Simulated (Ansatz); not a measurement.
# Run report: AlBH6O, nudged elastic band (part 2 of 2)

Continued. System: AlBH6O. Method: RKS PBE-D4/def2-SVP (Ansatz 0.2.0). It belongs to a series of runs on one base structure; here: band between the two ends.

Geometry of the input (Å):
```
B  0.1651  -0.4254  0.1404
H  -0.4103  0.5322  0.6290
H  1.2690  -0.2714  -0.3503
H  -0.6225  -0.7878  -0.8718
O  0.1437  -1.6730  1.0799
Al -0.7973  -2.4766  -0.3385
H  0.1065  -3.4198  -1.2371
H  -2.3248  -2.6691  0.0651
H  -0.3682  -1.4797  1.8858
```

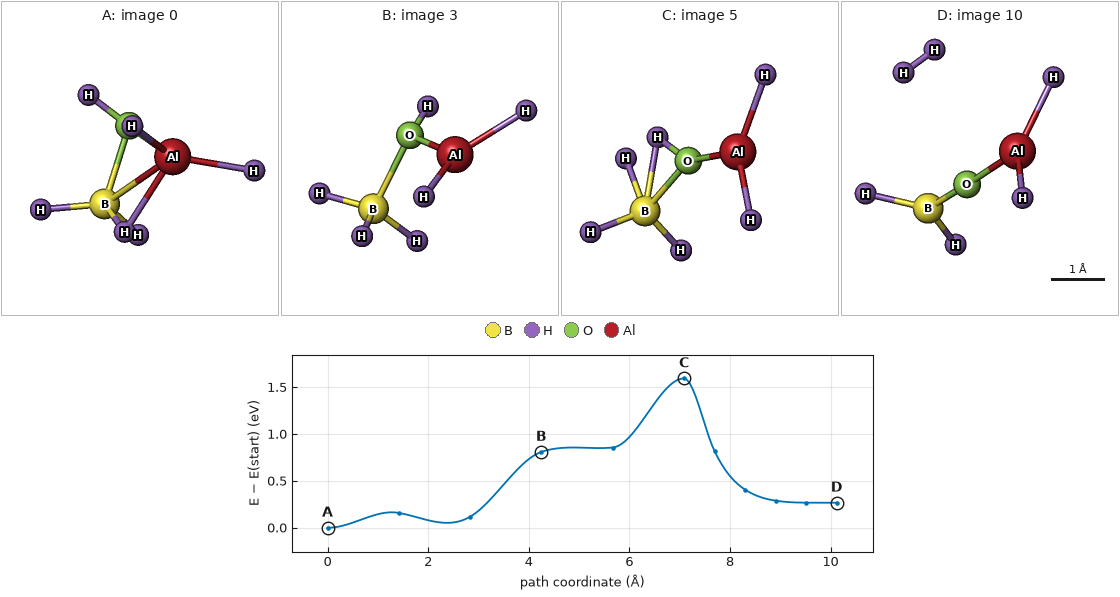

**Figure 1.** Images of the last band (counted from 0; ball-and-stick, seen at a tilt) above the energy along the path; the line is a cubic interpolation that uses the forces. The highest image is number 5, 1.594 eV above the start and 1.327 eV above the end (the climbing image); the end lies 0.267 eV above the start. The path is 10.13 Å long. The band converged in 35 iterations.

```
Total energy: -9405.80051505 eV, -345.6567934475 hartree
Atom 0 at    -0.107127    -0.108681     0.205837 Å, force    -0.000375     0.001068     0.000571 eV/Å
Atom 1 at     0.546781    -0.005925     1.385562 Å, force     0.001399    -0.000127    -0.000755 eV/Å
Atom 2 at     0.677522     0.283617    -0.640313 Å, force    -0.000866    -0.000337    -0.000996 eV/Å
Atom 3 at    -1.167876     0.470498     0.364455 Å, force     0.000307     0.000462     0.001190 eV/Å
Atom 4 at    -0.214191    -1.673221     0.295866 Å, force    -0.001702     0.000905     0.002669 eV/Å
Atom 5 at    -0.813365    -3.132732    -0.415181 Å, force     0.001473    -0.000420    -0.000703 eV/Å
Atom 6 at    -0.483807    -4.464667     0.388628 Å, force    -0.000928     0.000129     0.000627 eV/Å
Atom 7 at    -1.621850    -3.017280    -1.780459 Å, force     0.001374    -0.000155    -0.000777 eV/Å
Atom 8 at     0.345211    -1.022209     1.198307 Å, force    -0.000681    -0.001526    -0.001825 eV/Å
Dipole moment:     0.022268    -0.359901     0.124615 e Å
this run last wrote the band of iteration 35 to [file]
```

### The last band as extended XYZ (Å, eV, eV/Å)
```
9
Properties=species:S:1:pos:R:3:forces:R:3 image=0 energy=-9407.39402
B     0.1651   -0.4254    0.1404    0.0003   0.0100  -0.0085
H    -0.4103    0.5322    0.6290   -0.0024  -0.0073  -0.0032
H     1.2690   -0.2714   -0.3503   -0.0013   0.0016   0.0139
H    -0.6225   -0.7878   -0.8718    0.0019  -0.0145   0.0125
O     0.1437   -1.6730    1.0799    0.0119  -0.0015   0.0012
Al   -0.7973   -2.4766   -0.3385   -0.0035   0.0004  -0.0274
H     0.1065   -3.4198   -1.2371    0.0064  -0.0030  -0.0031
H    -2.3248   -2.6691    0.0651   -0.0207   0.0004   0.0050
H    -0.3682   -1.4797    1.8858    0.0074   0.0140   0.0095
9
Properties=species:S:1:pos:R:3:forces:R:3 image=1 energy=-9407.23621
B     0.0585   -0.3969    0.1614   -0.0151   0.0211   0.0322
H    -0.8734    0.3744    0.3362    0.0537   0.0448   0.0401
H     1.1894    0.0611    0.1124   -0.0135  -0.0598  -0.0515
H    -0.1099   -0.9723   -1.0094   -0.1154   0.0446   0.0314
O    -0.0569   -1.6445    1.0884   -0.0074   0.0174   0.0166
Al   -0.9103   -2.4547   -0.3309   -0.0024   0.0109  -0.0130
H    -0.1389   -3.5641   -1.1758    0.0499  -0.0234   0.1156
H    -2.4769   -2.3814   -0.0703   -0.0044  -0.0148  -0.1195
H     0.4797   -1.6920    1.8907    0.0546  -0.0407  -0.0519
9
Properties=species:S:1:pos:R:3:forces:R:3 image=2 energy=-9407.27699
B     0.0184   -0.3497    0.2082    0.0260  -0.0483   0.0120
H    -0.4517    0.6869    0.6452   -0.0752  -0.0062  -0.1113
H     1.1722   -0.3181   -0.1928    0.0504  -0.0533   0.0784
H    -0.7429   -0.6755   -0.8060    0.0956  -0.1174  -0.0718
O    -0.2447   -1.5564    1.1808   -0.0364   0.0185   0.0830
Al   -0.8889   -2.4408   -0.3330   -0.0178   0.0809  -0.0167
H     0.1585   -3.5996   -0.6666    0.0615   0.1528  -0.1511
H    -2.4440   -2.5523   -0.6197   -0.0871  -0.0108   0.1490
H     0.5844   -1.8651    1.5867   -0.0171  -0.0162   0.0285
9
Properties=species:S:1:pos:R:3:forces:R:3 image=3 energy=-9406.58518
B    -0.0567   -0.1642    0.1888    0.0044  -0.0051  -0.0121
H    -0.1819    0.6749    1.0721   -0.0301   0.0293  -0.0352
H     0.9997   -0.1013   -0.4413    0.0329  -0.0497   0.0221
H    -1.0514   -0.2436   -0.5497    0.0283  -0.0386  -0.0432
O    -0.1155   -1.6340    0.8996   -0.0329   0.0086   0.0730
Al   -0.8340   -2.7431   -0.3045   -0.0033   0.0235  -0.0129
H    -0.1125   -4.1604   -0.1781    0.0652   0.0278  -0.0786
H    -2.1315   -2.4654   -1.1571   -0.0644   0.0165   0.0608
H     0.6450   -1.8336    1.4729    0.0001  -0.0124   0.0259
9
Properties=species:S:1:pos:R:3:forces:R:3 image=4 energy=-9406.53839
B    -0.1067   -0.0373    0.2333    0.0010   0.0022   0.0015
H     0.1067    0.4404    1.3459   -0.0231   0.0224  -0.0022
H     0.7250    0.2640   -0.6186    0.0002   0.0014   0.0012
H    -1.2778    0.0579   -0.1341   -0.0073  -0.0232  -0.0243
O     0.0882   -1.6718    0.4872    0.0150   0.0051   0.0070
Al   -0.8268   -2.9593   -0.3137    0.0004   0.0091   0.0048
H    -0.5650   -4.3754    0.3606   -0.0039   0.0048  -0.0013
H    -1.7052   -2.5837   -1.5691   -0.0051   0.0226   0.0112
H     0.7230   -1.8054    1.2114    0.0228  -0.0445   0.0022
9
Properties=species:S:1:pos:R:3:forces:R:3 image=5 energy=-9405.80047
B    -0.1071   -0.1087    0.2058   -0.0004   0.0011   0.0006
H     0.5468   -0.0059    1.3856    0.0014  -0.0001  -0.0008
H     0.6775    0.2836   -0.6403   -0.0009  -0.0003  -0.0010
H    -1.1679    0.4705    0.3645    0.0003   0.0005   0.0012
O    -0.2142   -1.6732    0.2959   -0.0017   0.0009   0.0027
Al   -0.8134   -3.1327   -0.4152    0.0015  -0.0004  -0.0007
H    -0.4838   -4.4647    0.3886   -0.0009   0.0001   0.0006
H    -1.6219   -3.0173   -1.7805    0.0014  -0.0002  -0.0008
H     0.3452   -1.0222    1.1983   -0.0007  -0.0015  -0.0018
9
Properties=species:S:1:pos:R:3:forces:R:3 image=6 energy=-9406.57756
B    -0.1794   -0.2653    0.0361   -0.1784  -0.3043  -0.3107
H     0.5579    0.0398    1.5960    0.1682   0.0647   0.3542
H     0.7743    0.2236   -0.5604    0.0223  -0.0496   0.0745
H    -1.1313    0.4640    0.2952    0.0363  -0.0500   0.0731
O    -0.3376   -1.6453    0.0689   -0.1987   0.0514  -0.4688
Al   -0.8411   -3.1764   -0.4840   -0.0764  -0.0807  -0.1379
H    -0.5585   -4.4415    0.4406    0.0032   0.0253   0.0006
H    -1.5493   -3.1364   -1.9001   -0.0861  -0.1936  -0.1200
H     0.4262   -0.7330    1.5105    0.3095   0.5368   0.5348
9
Properties=species:S:1:pos:R:3:forces:R:3 image=7 energy=-9406.98834
B    -0.1830   -0.2817   -0.1646   -0.0362  -0.0090  -0.0976
H     0.5861    0.1400    1.8773    0.0602   0.0379   0.1568
H     0.8993    0.1364   -0.5545    0.0005  -0.0066  -0.0170
H    -1.0798    0.4995    0.1255   -0.0083   0.0010  -0.0083
O    -0.4234   -1.6125   -0.1532   -0.0401   0.0269  -0.1293
Al   -0.8975   -3.2143   -0.5435   -0.0250  -0.0238  -0.0550
H    -0.6964   -4.3463    0.5557    0.0085   0.0385   0.0073
H    -1.4968   -3.3748   -2.0034   -0.0343  -0.1137  -0.0425
H     0.4530   -0.6167    1.8634    0.0747   0.0488   0.1856
9
Properties=species:S:1:pos:R:3:forces:R:3 image=8 energy=-9407.10593
B    -0.1440   -0.2859   -0.3435   -0.0184  -0.0104  -0.0198
H     0.5702    0.2016    2.1450    0.0096   0.0003   0.0403
H     1.0067    0.0395   -0.6050   -0.0001  -0.0015  -0.0099
H    -0.9886    0.5552   -0.0646   -0.0035   0.0054  -0.0095
O    -0.4941   -1.5846   -0.3921    0.0053   0.0081  -0.0320
Al   -0.9594   -3.2291   -0.5891   -0.0078   0.0043  -0.0234
H    -0.8312   -4.1773    0.6803    0.0049   0.0209   0.0067
H    -1.4756   -3.6316   -2.0365   -0.0067  -0.0308  -0.0014
H     0.4774   -0.5584    2.2082    0.0167   0.0037   0.0490
9
Properties=species:S:1:pos:R:3:forces:R:3 image=9 energy=-9407.12712
B    -0.0791   -0.3130   -0.4920   -0.0402   0.0099   0.0034
H     0.3264    0.2178    2.3834   -0.0004  -0.0071   0.0000
H     1.1005   -0.0693   -0.7101    0.0068  -0.0059   0.0007
H    -0.8687    0.5816   -0.2155    0.0049   0.0033  -0.0069
O    -0.5217   -1.5800   -0.5683    0.0448   0.0105   0.0087
Al   -1.0105   -3.2289   -0.6315   -0.0089  -0.0183  -0.0122
H    -0.9407   -4.0443    0.7308   -0.0001   0.0036   0.0012
H    -1.4841   -3.7710   -2.0478   -0.0078  -0.0013   0.0022
H     0.6392   -0.4634    2.5537    0.0010   0.0053   0.0029
9
Properties=species:S:1:pos:R:3:forces:R:3 image=10 energy=-9407.12735
B     0.0615   -0.3223   -0.5919   -0.0002  -0.0112   0.0010
H     0.0545    0.0632    2.3334    0.0116  -0.0127   0.0135
H     1.2234   -0.1111   -0.9152   -0.0018  -0.0001  -0.0001
H    -0.6766    0.5944   -0.2522   -0.0027   0.0040  -0.0013
O    -0.4148   -1.5784   -0.6158    0.0058   0.0093   0.0028
Al   -1.0136   -3.1929   -0.5903   -0.0048  -0.0023   0.0009
H    -0.8284   -3.9950    0.7689    0.0002  -0.0001  -0.0026
H    -1.6921   -3.7167   -1.9279    0.0025   0.0003   0.0004
H     0.4474   -0.4118    2.7937   -0.0107   0.0129  -0.0146
```

### Key numbers

| quantity | value |
| --- | --- |
| outcome | converged |
| barrier, forward | 1.593 eV |
| barrier, backward | 1.327 eV |
| wall time | 17 min |
| peak memory | 0.17 GiB |

### Notes

The order of the saddle point was not checked.
